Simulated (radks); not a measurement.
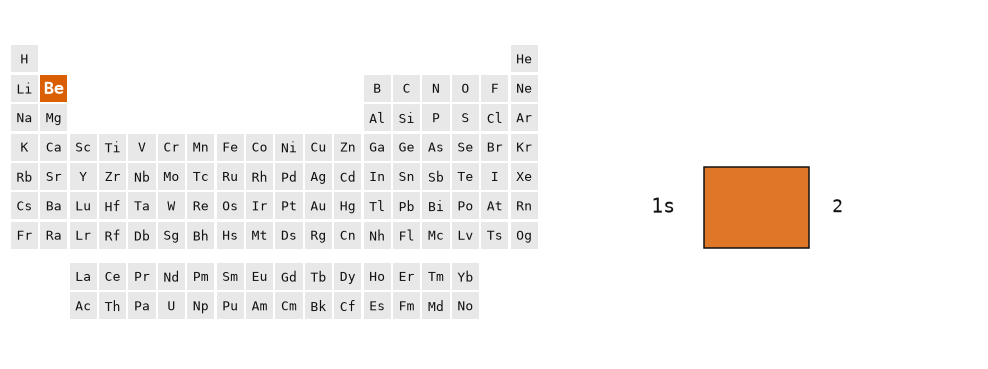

Figure 1. Left, the place of beryllium in the periodic table; right, the outer shells as the input fills them: a box for each of the 2l + 1 orbitals, shaded by the share of the shell that is filled, with the electron count at the right.

## Run report: Be²⁺, atomic calculation

System: the beryllium ion Be²⁺ in the configuration 1s2.
Method: scalar-relativistic Kohn-Sham, SCAN, spin-unpolarised, spherical densities, finite nucleus (the in-house radial solver radks).

**The input**
```
Z 4
configuration [He]
relativity scalar-relativistic
functional scan,scan
spin unpolarised
nucleus finite rms 2.519 fm
c 137.035999084
mesh_step 0.02
max_iterations 93
```

Energies in input and log are in hartree, lengths in bohr (the nuclear radius in fm).

Hardware: 1 thread of Arm Neoverse V2, 23 GiB of memory available, shared host.

The run was one of a batch that the task file lists, launched with:
```bash
python <driver script> task.json out
```

**Log**
```
1s      1   2.0000          -4.94447210
Etot -13.660334451343475
Ekin 13.627403272956707
Encl -29.514361953549546
Eh 4.546651820052979
Exc -2.3200275908036154
err 4.520483185760704e-07
it 12
```

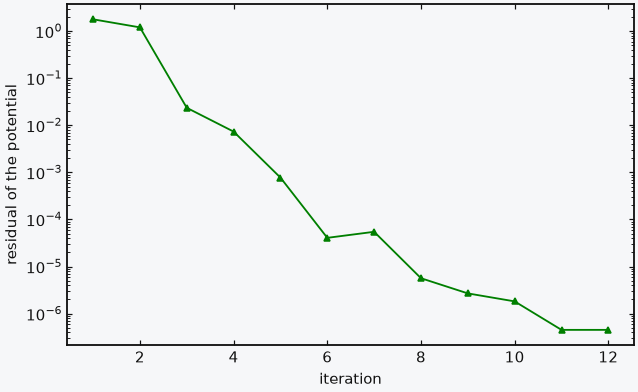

Figure 2. Convergence: residual of the potential against the iteration. The residual falls almost steadily, with no more than small rises or pauses. It goes from 1.8 to 4.5×10⁻⁷ in 12 steps.

**What the run reported**

| quantity | value |
| --- | --- |
| outcome | converged |
| total energy | −13.660334 hartree |
| kinetic energy | 13.627403 hartree |
| electron–nucleus energy | −29.514362 hartree |
| Hartree energy | 4.546652 hartree |
| exchange–correlation energy | −2.320028 hartree |
| radius at density 0.001 e/bohr³ | 1.46 bohr |
| SCF iterations | 12 |

**What is odd here**

A numerical setting was moved from its usual value: mesh step h = 0.02. The program ran to the end. Its numbers are those of the input as typed; this run alone doesn't show how far the oddity moves them.
